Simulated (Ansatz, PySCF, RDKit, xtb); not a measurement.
# Isomers of C3H2F2N2, a sample narrowed down

Which of a sample of isomers of C3H2F2N2 is the most stable in the gas at 298.15 K, and what are its properties? The sample is small against all isomers, and the most stable one of this formula need not be in it.

The funnel: GFN2-xTB relaxations, single points with a density functional, relaxations at PBE-D3(BJ)/def2-SVP, harmonic vibrations, and a last energy at a higher level. All values are calculated.

### Step 1. Drawing up candidates

Isomers were taken from a list of plausible structures; this is a sample, not all of them. That gives 3 candidates.

```csv
label,SMILES,spin
c493,Fc1cc(F)[nH]n1,singlet
c615,Fc1cn[nH]c1F,singlet
c812,Fc1c[nH]nc1F,singlet
```

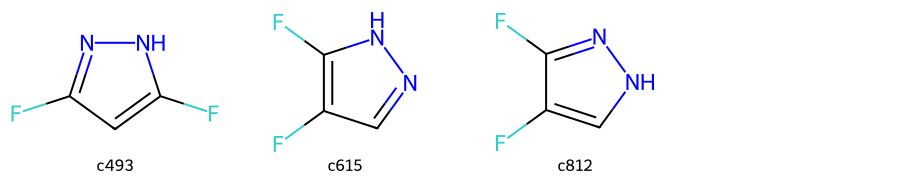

Structural formulas of the candidates.

Candidates are built by distance geometry, with a force field where one applies, in up to four conformers (letters a to d).

### Step 2. Cheap relaxation of all starts

All 3 starts are relaxed the same way. One of them, c615a (taken from a list of positional isomers, embedded by distance geometry and MMFF94), in full:

File start.xyz:

```xyz
9
c615a
C     -1.384455     0.461452    -0.141485
C     -1.125731    -0.895231    -0.367640
C     -0.758292     0.826502     1.001723
F     -2.162374     1.190917    -0.930864
F     -0.766402     2.046399     1.584123
N     -0.303398    -1.368243     0.648827
N     -0.155290    -0.292648     1.445209
H     -1.417694    -1.576702    -1.119770
H      0.487892    -0.384052     2.232757
```

Launch:

```sh
$ xtb start.xyz --gfn 2 --opt
```

The log of the run, cut to the lines that bear on the results:

```text
* xtb version 6.7.1
[...]
          :  # basis functions                  30          :
[...]
          :  # electrons                        38          :
[...]
          :  Hamiltonian                  GFN2-xTB          :
[...]
          :  net charge                          0          :
          :  unpaired electrons                  0          :
[...]
   *** convergence criteria satisfied after 11 iterations ***
[...]
   *** GEOMETRY OPTIMIZATION CONVERGED AFTER 7 ITERATIONS ***
[...]
   *** convergence criteria satisfied after 3 iterations ***
[...]
         ::                     SUMMARY                     ::
         :::::::::::::::::::::::::::::::::::::::::::::::::::::
         :: total energy             -22.722443383158 Eh    ::
         :: gradient norm              0.000746695483 Eh/a0 ::
         :: HOMO-LUMO gap              4.789699159149 eV    ::
         ::.................................................::
         :: SCC energy               -22.919292082606 Eh    ::
         :: -> isotropic ES            0.027577621980 Eh    ::
         :: -> anisotropic ES          0.000705632230 Eh    ::
         :: -> anisotropic XC          0.002458899355 Eh    ::
         :: -> dispersion             -0.005459725260 Eh    ::
         :: repulsion energy           0.196848699448 Eh    ::
         :: add. restraining           0.000000000000 Eh    ::
         :: total charge              -0.000000000000 e     ::
         :::::::::::::::::::::::::::::::::::::::::::::::::::::
[...]
        19        2.0000           -0.4279266             -11.6445 (HOMO)
        20                         -0.2519084              -6.8548 (LUMO)
[...]
     #   Z          covCN         q      C6AA      α(0)
     1   6 C        2.886     0.123    25.293     8.245
     2   6 C        3.108     0.007    27.725     8.627
     3   6 C        2.879     0.186    24.031     8.036
     4   9 F        0.785    -0.204    11.274     3.966
     5   9 F        0.785    -0.189    11.127     3.940
     6   7 N        2.010    -0.191    25.892     7.547
     7   7 N        2.991    -0.013    21.502     6.887
     8   1 H        0.927     0.078     2.000     2.211
     9   1 H        0.860     0.203     1.090     1.636
[...]
     #   Z sym  total        # sym  WBO       # sym  WBO       # sym  WBO
 ---------------------------------------------------------------------------
     1   6 C    3.873 --     3 C    1.416     2 C    1.312     4 F    0.974
     2   6 C    3.974 --     6 N    1.526     1 C    1.312     8 H    0.965
     3   6 C    3.870 --     1 C    1.416     7 N    1.243     5 F    0.982
                             6 N    0.154
     4   9 F    1.104 --     1 C    0.974
     5   9 F    1.129 --     3 C    0.982
     6   7 N    2.970 --     2 C    1.526     7 N    1.208     3 C    0.154
     7   7 N    3.609 --     3 C    1.243     6 N    1.208     9 H    0.929
     8   1 H    0.994 --     2 C    0.965
     9   1 H    0.959 --     7 N    0.929
 ---------------------------------------------------------------------------
[...]
molecular dipole:
                 x           y           z       tot (Debye)
 q only:        0.560      -0.673       0.519
   full:        0.527      -0.388       0.605       2.264
molecular quadrupole (traceless):
[...]
          | TOTAL ENERGY              -22.722443383158 Eh   |
          | GRADIENT NORM               0.000746695483 Eh/α |
          | HOMO-LUMO GAP               4.789699159149 eV   |
           -------------------------------------------------
[...]
```

Wall time 0.054 s (2 threads of Intel Xeon 6975P-C (Granite Rapids), shared host).

### Step 3. Distinct minima at GFN2-xTB

3 of the 3 relaxations converged. 3 distinct structures remain:

```csv
label,start,SMILES after,spin,energy (kcal/mol)
c493a,drawn,Fc1cc(F)[nH]n1,singlet,0.0
c812a,drawn,Fc1c[nH]nc1F,singlet,3.9
c615a,drawn,Fc1cn[nH]c1F,singlet,5.3
```

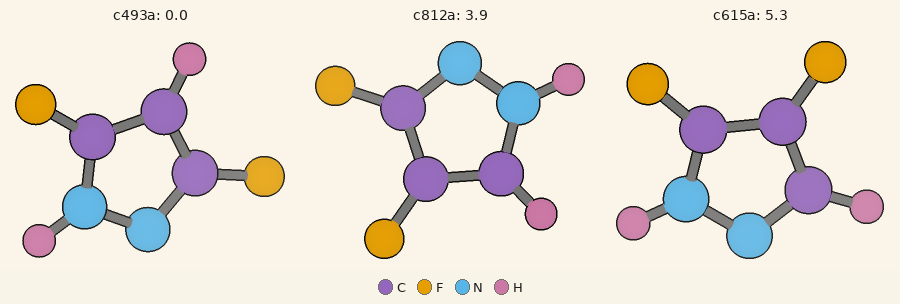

The 3 lowest minima that did not fall apart, with their GFN2-xTB energies in kcal/mol.

### Step 4. Single points on the low minima

A choice of the minima (the low ones first, few conformers of a pattern, up to a cap) and the lowest that fell apart get a single point at r2SCAN-D4/def2-SVP on the tight-binding geometry, and one at HF/STO-3G for comparison. The lowest singlets are also tried as triplets at the same geometry (label ending in t). The first, c493a:

File input.yaml:

```yaml
crystal:
  periodic: [false, false, false]
  atoms:
    - {symbol: C, position_ang: [-1.403308, 0.521420, -0.442290]}
    - {symbol: C, position_ang: [-1.588572, -0.663372, 0.294171]}
    - {symbol: C, position_ang: [-0.567960, -0.596021, 1.207820]}
    - {symbol: F, position_ang: [-2.148919, 0.923701, -1.457304]}
    - {symbol: F, position_ang: [-0.213698, -1.424200, 2.179610]}
    - {symbol: N, position_ang: [0.130020, 0.535738, 0.996469]}
    - {symbol: "N", position_ang: [-0.381408, 1.232385, -0.023311]}
    - {symbol: H, position_ang: [-2.334119, -1.417197, 0.169328]}
    - {symbol: H, position_ang: [0.936520, 0.879012, 1.494191]}
basis:
  gaussian:
    orbitals: def2-SVP
hamiltonian:
  xc: r2scan
  dispersion: d4
output: {orbitals: {seedname: orbitals}}
magnetization:
  spin_polarized: false
scf:
  lower_state_search: "off"
```

Launch:

```sh
$ ansatz run input.yaml --threads 2 --pin off --max-ram 5220MiB --events-out events.jsonl --progress --plain --runs-dir runs
```

The log of the run, cut to the lines that bear on the results:

```text
Warning: RAYON_NUM_THREADS=2 ignored (pool sized by the plan → 2); use --threads N
Functional definition: r2SCAN
  name "r2SCAN"
[...]
1230 factors; their error is unknown
[...]
mean field -11541.53698738 eV, -424.1436611515 hartree, gradient 3.9e-6 eV, S^2 0.000000; 0 other end points of the search recorded, 0 dependent functions left out
reference -11541.53699364 eV, -424.1436613816 hartree; 26, 26 occupied and 82, 82 virtual orbitals, 1230 factors
Total energy: -11541.58639113 eV, -424.1454767059 hartree
Checks for a lower state left out: stability, starts, cluster_reference, orbital_swaps, neighbouring_geometries, increment
```

It took 1.6 s on 2 threads of Intel Xeon 6975P-C (Granite Rapids), shared host.

Relative energies in kcal/mol, each column from its lowest structure that stays in one piece:

```csv
label,SMILES,spin,GFN2-xTB,HF/STO-3G,r2SCAN-D4/def2-SVP
c493a,Fc1cc(F)[nH]n1,singlet,0.0,0.0,0.0
c812a,Fc1c[nH]nc1F,singlet,3.9,4.9,5.7
c615a,Fc1cn[nH]c1F,singlet,5.3,5.7,9.8
c493at,Fc1cc(F)[nH]n1,triplet,–,–,110.7
c812at,Fc1c[nH]nc1F,triplet,–,–,114.3
c615at,Fc1cn[nH]c1F,triplet,–,–,117.3
```

### Step 5. Relaxing the best candidates

3 candidates are relaxed at PBE-D3(BJ)/def2-SVP (chosen among the lowest in one piece). The first, c493a:

File input.yaml:

```yaml
basis:
  gaussian: {orbitals: def2-SVP}
crystal:
  periodic: [false, false, false]
  atoms:
    - symbol: C
      position_ang: [-1.403308, 0.521420, -0.442290]
    - symbol: C
      position_ang: [-1.588572, -0.663372, 0.294171]
    - symbol: C
      position_ang: [-0.567960, -0.596021, 1.207820]
    - symbol: F
      position_ang: [-2.148919, 0.923701, -1.457304]
    - symbol: F
      position_ang: [-0.213698, -1.424200, 2.179610]
    - symbol: N
      position_ang: [0.130020, 0.535738, 0.996469]
    - symbol: N
      position_ang: [-0.381408, 1.232385, -0.023311]
    - symbol: H
      position_ang: [-2.334119, -1.417197, 0.169328]
    - symbol: H
      position_ang: [0.936520, 0.879012, 1.494191]
hamiltonian: {xc: pbe, dispersion: d3bj}
scf: {lower_state_search: "off"}
relax: {f_tol: 0.003}
```

Launch:

```sh
$ ansatz run input.yaml --threads 2 --pin off --max-ram 5220MiB --events-out events.jsonl --progress --plain --runs-dir runs
```

The log of the run, cut to the lines that bear on the results:

```text
Warning: RAYON_NUM_THREADS=2 ignored (pool sized by the plan → 2); use --threads N
[...]
Functional definition: PBE
  name "PBE"
[...]
1230 factors; their error is unknown
[...]
mean field -11535.24767485 eV, -423.9125331792 hartree, gradient 4.4e-6 eV, S^2 0.000000; 0 other end points of the search recorded, 0 dependent functions left out
[...]
reference -11535.24769856 eV, -423.9125340505 hartree; 26, 26 occupied and 82, 82 virtual orbitals, 1230 factors
relax step   1: F+E_penalty+E_count = -11535.43791457 eV  Δ(F+E_penalty+E_count) = +0.000e0 eV  max|allowed force component| = 1.319e0 eV/Å  Δτ_max = 0.0000 Å  (20 SCF iters, accepted)
[...]
relax step   6: F+E_penalty+E_count = -11535.49646572 eV  Δ(F+E_penalty+E_count) = -1.889e-5 eV  max|allowed force component| = 3.560e-3 eV/Å  Δτ_max = 0.0021 Å  (24 SCF iters, accepted)
[...]
Atom 0 at    -1.402778     0.526048    -0.445563 Å, force     0.000969     0.000779     0.000466 eV/Å
Atom 1 at    -1.598306    -0.672874     0.292306 Å, force     0.000395    -0.000038     0.000697 eV/Å
Atom 2 at    -0.564182    -0.603268     1.216536 Å, force     0.000707     0.000050     0.000312 eV/Å
Atom 3 at    -2.146697     0.938191    -1.466171 Å, force    -0.000049     0.000164    -0.000119 eV/Å
Atom 4 at    -0.208325    -1.430783     2.189831 Å, force    -0.000276     0.000245    -0.000283 eV/Å
Atom 5 at     0.132893     0.542575     0.993734 Å, force    -0.001980    -0.001007    -0.000984 eV/Å
Atom 6 at    -0.375709     1.260851    -0.039960 Å, force    -0.000052    -0.000136    -0.000169 eV/Å
Atom 7 at    -2.357117    -1.449815     0.172925 Å, force    -0.000046    -0.000298    -0.000048 eV/Å
Atom 8 at     0.948776     0.880541     1.505046 Å, force     0.000330     0.000241     0.000127 eV/Å
Dipole moment:     0.227643    -0.225562     0.388867 e Å
Checks for a lower state left out: stability, starts, cluster_reference, orbital_swaps, neighbouring_geometries, increment
```

Run time: 8.4 s. Hardware: 2 threads of Intel Xeon 6975P-C (Granite Rapids), shared host.

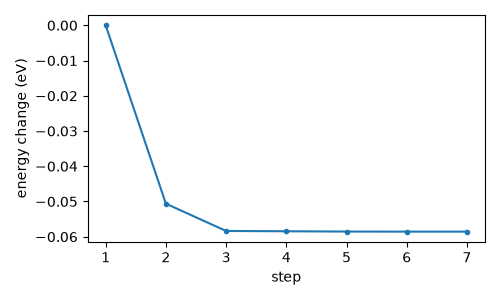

Energy along the run, all evaluated steps.

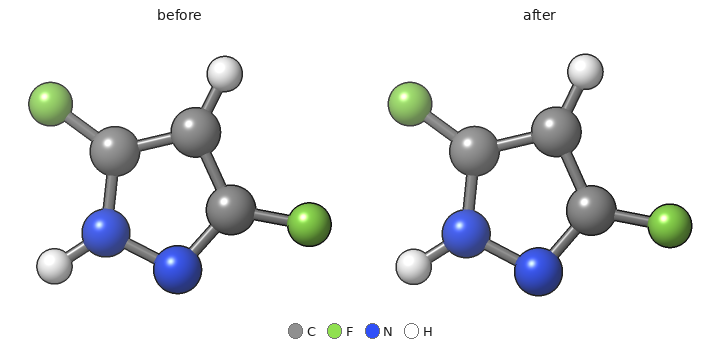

Before and after, at one scale.

After the run. Bond lengths: C1–C2 1.421 Å, C2–C3 1.389 Å, C1–F4 1.329 Å, C3–F5 1.326 Å, C3–N6 1.360 Å, C1–N7 1.326 Å, N6–N7 1.358 Å, C2–H8 1.093 Å, N6–H9 1.020 Å. Some angles: C1–C2–C3 101.6°, C2–C1–F4 125.7°, C2–C1–N7 114.5°, F4–C1–N7 119.8°, C2–C3–F5 131.1°, C2–C3–N6 108.4°, F5–C3–N6 120.6°, C3–N6–N7 112.2°, C1–N7–N6 103.3°, C1–C2–H8 129.7°.

### Step 6. Ranking at PBE-D3(BJ)/def2-SVP

```csv
label,spin,r2SCAN-D4/def2-SVP (kcal/mol),"PBE-D3(BJ)/def2-SVP, relaxed (kcal/mol)",time
c493a,singlet,0.0,0.0,8.4 s
c812a,singlet,5.7,4.9,6.6 s
c615a,singlet,9.8,8.7,7.2 s
```

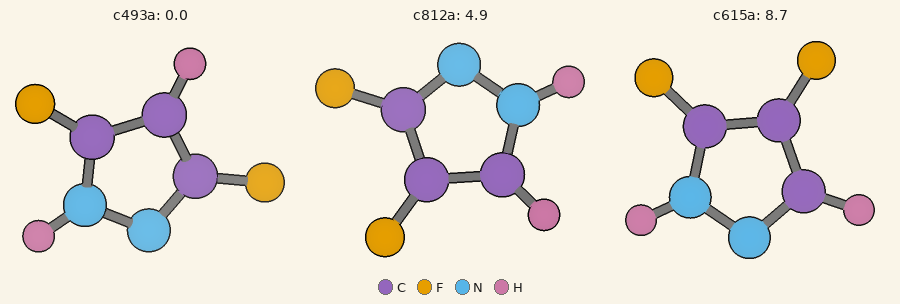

The relaxed structures, with energies at PBE-D3(BJ)/def2-SVP in kcal/mol.

### Step 7. Harmonic analysis of the finalists

The lowest few in one piece go on as finalists. Harmonic vibrations at PBE-D3(BJ)/def2-SVP test each finalist and give the zero-point energy and the thermal terms. The first, c493a:

File input.yaml:

```yaml
crystal:
  periodic: [false, false, false]
  atoms:
    - {symbol: C, position_ang: [-1.402778, 0.526048, -0.445563]}
    - {symbol: C, position_ang: [-1.598306, -0.672874, 0.292306]}
    - {symbol: C, position_ang: [-0.564182, -0.603268, 1.216536]}
    - {symbol: F, position_ang: [-2.146697, 0.938191, -1.466171]}
    - {symbol: F, position_ang: [-0.208325, -1.430783, 2.189831]}
    - {symbol: "N", position_ang: [0.132893, 0.542575, 0.993734]}
    - {symbol: N, position_ang: [-0.375709, 1.260851, -0.039960]}
    - {symbol: H, position_ang: [-2.357117, -1.449815, 0.172925]}
    - {symbol: H, position_ang: [0.948776, 0.880541, 1.505046]}
basis:
  gaussian: {orbitals: def2-SVP}
hamiltonian: {xc: {name: PBE}, dispersion: d3bj}
scf: {lower_state_search: off}
phonons: {}
```

Launch:

```sh
$ ansatz run input.yaml --threads 2 --pin off --max-ram 5220MiB --events-out events.jsonl --progress --plain --runs-dir runs
```

The log of the run, cut to the lines that bear on the results:

```text
Warning: RAYON_NUM_THREADS=2 ignored (pool sized by the plan → 2); use --threads N
[... 2 set-up lines as earlier in the session ...]
[...]
1230 factors; their error is unknown
[...]
mean field -11535.30581260 eV, -423.9146697019 hartree, gradient 5.5e-6 eV, S^2 0.000000; 0 other end points of the search recorded, 0 dependent functions left out
[...]
reference -11535.30583672 eV, -423.9146705885 hartree; 26, 26 occupied and 82, 82 virtual orbitals, 1230 factors
[...]
1230 factors; their error is unknown
mean field -11535.30571532 eV, -423.9146661270 hartree, gradient 1.5e-6 eV, S^2 0.000000; 0 other end points of the search recorded, 0 dependent functions left out
[...]
reference -11535.30573944 eV, -423.9146670135 hartree; 26, 26 occupied and 82, 82 virtual orbitals, 1230 factors
[...]
1230 factors; their error is unknown
[...]
Atom 2 at    -0.564182    -0.603268     1.216536 Å, force     0.000716     0.000070     0.000311 eV/Å
Atom 3 at    -2.146697     0.938191    -1.466171 Å, force    -0.000035     0.000184    -0.000123 eV/Å
Atom 4 at    -0.208325    -1.430783     2.189831 Å, force    -0.000270     0.000228    -0.000265 eV/Å
Atom 5 at     0.132893     0.542575     0.993734 Å, force    -0.001996    -0.001022    -0.000990 eV/Å
Atom 6 at    -0.375709     1.260851    -0.039960 Å, force    -0.000093    -0.000142    -0.000208 eV/Å
Atom 7 at    -2.357117    -1.449815     0.172925 Å, force    -0.000050    -0.000301    -0.000048 eV/Å
Atom 8 at     0.948776     0.880541     1.505046 Å, force     0.000334     0.000239     0.000133 eV/Å
Dipole moment:     0.227643    -0.225563     0.388867 e Å
Vibrations: 216.65 337.82 391.81 478.46 492.82 588.35 635.02 666.67 732.93 744.57 966.28 1031.32 1122.34 1187.41 1281.15 1427.36 1504.86 1538.23 1611.35 3231.84 3570.72 cm⁻¹, zero-point energy 1.472805 eV
Checks for a lower state left out: stability, starts, cluster_reference, orbital_swaps, neighbouring_geometries, increment
```

Wall time 55 s (2 threads of Intel Xeon 6975P-C (Granite Rapids), shared host).

### Step 8. Thermal terms of the finalists

At 298.15 K and 1 atm, ideal gas, rigid rotor and harmonic oscillator:

```csv
label,SMILES,spin,point group,lowest mode (cm⁻¹),zero-point (kcal/mol),G − E (kcal/mol)
c493a,Fc1cc(F)[nH]n1,singlet,Cs,217,34.0,15.7
c812a,Fc1c[nH]nc1F,singlet,Cs,264,34.0,15.7
c615a,Fc1cn[nH]c1F,singlet,Cs,258,34.0,15.6
```

### Step 9. Last filter: a higher level

Single points at CCSD(T)/def2-SVP + MP2/def2-TZVPP - MP2/def2-SVP on the refined geometries decide the order.

c493a, CCSD(T)/def2-SVP:

File input.yaml:

```yaml
basis:
  gaussian:
    orbitals: def2-SVP
crystal:
  periodic: [false, false, false]
  atoms:
    - {symbol: C, position_ang: [-1.402778, 0.526048, -0.445563]}
    - {symbol: C, position_ang: [-1.598306, -0.672874, 0.292306]}
    - {symbol: C, position_ang: [-0.564182, -0.603268, 1.216536]}
    - {symbol: F, position_ang: [-2.146697, 0.938191, -1.466171]}
    - {symbol: F, position_ang: [-0.208325, -1.430783, 2.189831]}
    - {symbol: "N", position_ang: [0.132893, 0.542575, 0.993734]}
    - {symbol: "N", position_ang: [-0.375709, 1.260851, -0.039960]}
    - {symbol: H, position_ang: [-2.357117, -1.449815, 0.172925]}
    - {symbol: H, position_ang: [0.948776, 0.880541, 1.505046]}
total_charge: 0
correlation:
  method: ccsd_t
  frozen_orbitals: {C: 1, H: 0, "N": 1, F: 1}
```

Launch:

```sh
$ ansatz run input.yaml --threads 2 --pin off --max-ram 5220MiB --events-out events.jsonl --progress --plain --runs-dir runs
```

The log of the run, cut to the lines that bear on the results:

```text
Warning: RAYON_NUM_THREADS=2 ignored (pool sized by the plan → 2); use --threads N
Functional definition: HF
  name "HF"
[...]
1089 factors; integrals over basis functions are off by at most 1.2e-3 eV
[...]
mean field -11487.44835133 eV, -422.1559404392 hartree, gradient 1.0e-6 eV, S^2 0.000000; 0 other end points of the search recorded, 0 dependent functions left out
7 core orbitals not correlated: weight in the atoms' cores, before any rotation towards them, 1.000 or more for the frozen orbitals, at most 0.000 for the correlated occupied ones
reference -11487.44835133 eV, -422.1559404392 hartree; 19, 19 occupied and 82, 82 virtual orbitals, 1089 factors
second order -29.24484977 eV of doubles, -0.00000000 eV of singles
cycle   1  -28.86530117 eV  change    3.8e-1 eV  update   1.3e-1
[...]
cycle  10  -29.75149549 eV  change   -2.6e-5 eV  update   1.3e-5
perturbative correction -1.02608387 eV, -0.0377078867 hartree
Total energy: -11518.22593069 eV, -423.2869956189 hartree
```

Run time: 12 s. Hardware: 2 threads of Intel Xeon 6975P-C (Granite Rapids), shared host; peak memory 0.61 GiB.

### Step 10. c493a at MP2/def2-TZVPP

Edit input.yaml of step 9 so:

```diff
@@ -1,4 +1 @@
-basis:
-  gaussian:
-    orbitals: def2-SVP
 crystal:
@@ -15,5 +12,4 @@
     - {symbol: H, position_ang: [0.948776, 0.880541, 1.505046]}
-total_charge: 0
-correlation:
-  method: ccsd_t
-  frozen_orbitals: {C: 1, H: 0, "N": 1, F: 1}
+basis:
+  gaussian: {orbitals: def2-TZVPP}
+correlation: {method: mp2, frozen_orbitals: {C: 1, H: 0, "N": 1, F: 1}}
```

Launch:

```sh
$ ansatz run input.yaml --threads 2 --pin off --max-ram 5220MiB --events-out events.jsonl --progress --plain --runs-dir runs
```

The log of the run:

```text
Warning: RAYON_NUM_THREADS=2 ignored (pool sized by the plan → 2); use --threads N
[... 2 set-up lines as earlier in the session ...]
  exchange = exact_x
  correlation = 0
1577 factors; integrals over basis functions are off by at most 8.3e-4 eV
mean field evaluation 1: about -11497.2547 eV, gradient 3.9e1 eV
mean field evaluation 2: about -11497.6605 eV, gradient 4.0e1 eV
mean field evaluation 4: about -11501.1285 eV, gradient 5.2e0 eV
mean field evaluation 8: about -11501.2111 eV, gradient 4.3e-1 eV
mean field evaluation 16: about -11501.2128 eV, gradient 2.3e-6 eV
mean field -11501.21282233 eV, -422.6617754187 hartree, gradient 2.3e-6 eV, S^2 0.000000; 0 other end points of the search recorded, 0 dependent functions left out
7 core orbitals not correlated: weight in the atoms' cores, before any rotation towards them, 1.000 or more for the frozen orbitals, at most 0.000 for the correlated occupied ones
reference -11501.21282233 eV, -422.6617754187 hartree; 19, 19 occupied and 219, 219 virtual orbitals, 1577 factors
second order -36.94871625 eV of doubles, -0.00000000 eV of singles
Total energy: -11538.16153858 eV, -424.0196156961 hartree
```

Run time: 6.3 s. Hardware: 2 threads of Intel Xeon 6975P-C (Granite Rapids), shared host; peak memory 0.64 GiB.

### Step 11. c812a at CCSD(T)/def2-SVP

File input.yaml:

```yaml
basis:
  gaussian:
    orbitals: def2-SVP
crystal:
  periodic: [false, false, false]
  atoms:
    - {symbol: C, position_ang: [-1.604429, 0.585839, 0.280902]}
    - {symbol: C, position_ang: [-1.023570, -0.459289, -0.434042]}
    - {symbol: C, position_ang: [-0.839280, 0.679889, 1.473814]}
    - {symbol: F, position_ang: [-2.648486, 1.335133, -0.072954]}
    - {symbol: F, position_ang: [-1.021122, 1.538831, 2.469459]}
    - {symbol: N, position_ang: [0.004723, -0.894551, 0.353959]}
    - {symbol: N, position_ang: [0.135414, -0.221220, 1.511667]}
    - {symbol: H, position_ang: [-1.268641, -0.896405, -1.407144]}
    - {symbol: H, position_ang: [0.654762, -1.653215, 0.150301]}
correlation:
  method: ccsd_t
  frozen_orbitals: {C: 1, H: 0, "N": 1, F: 1}
```

Launch:

```sh
$ ansatz run input.yaml --threads 2 --pin off --max-ram 5220MiB --events-out events.jsonl --progress --plain --runs-dir runs
```

The log of the run, cut to the lines that bear on the results:

```text
Warning: RAYON_NUM_THREADS=2 ignored (pool sized by the plan → 2); use --threads N
[... 2 set-up lines as earlier in the session ...]
[...]
1088 factors; integrals over basis functions are off by at most 1.1e-3 eV
[...]
mean field -11487.13998749 eV, -422.1446082771 hartree, gradient 1.2e-6 eV, S^2 0.000000; 0 other end points of the search recorded, 0 dependent functions left out; unrestricted orbitals would lower it
7 core orbitals not correlated: weight in the atoms' cores, before any rotation towards them, 1.000 or more for the frozen orbitals, at most 0.000 for the correlated occupied ones
reference -11487.13998749 eV, -422.1446082771 hartree; 19, 19 occupied and 82, 82 virtual orbitals, 1088 factors
second order -29.32254671 eV of doubles, -0.00000000 eV of singles
cycle   1  -28.92304651 eV  change    4.0e-1 eV  update   1.3e-1
[...]
cycle  10  -29.81685435 eV  change   -2.1e-5 eV  update   1.7e-5
perturbative correction -1.03254284 eV, -0.0379452493 hartree
Total energy: -11517.98938468 eV, -423.2783027133 hartree
```

Wall time 11 s (2 threads of Intel Xeon 6975P-C (Granite Rapids), shared host); peak memory 0.61 GiB.

For c812a, c615a the log finds that unrestricted Hartree-Fock orbitals lie lower, a sign to watch the closed-shell reference there.

[end of part 1 of 2]
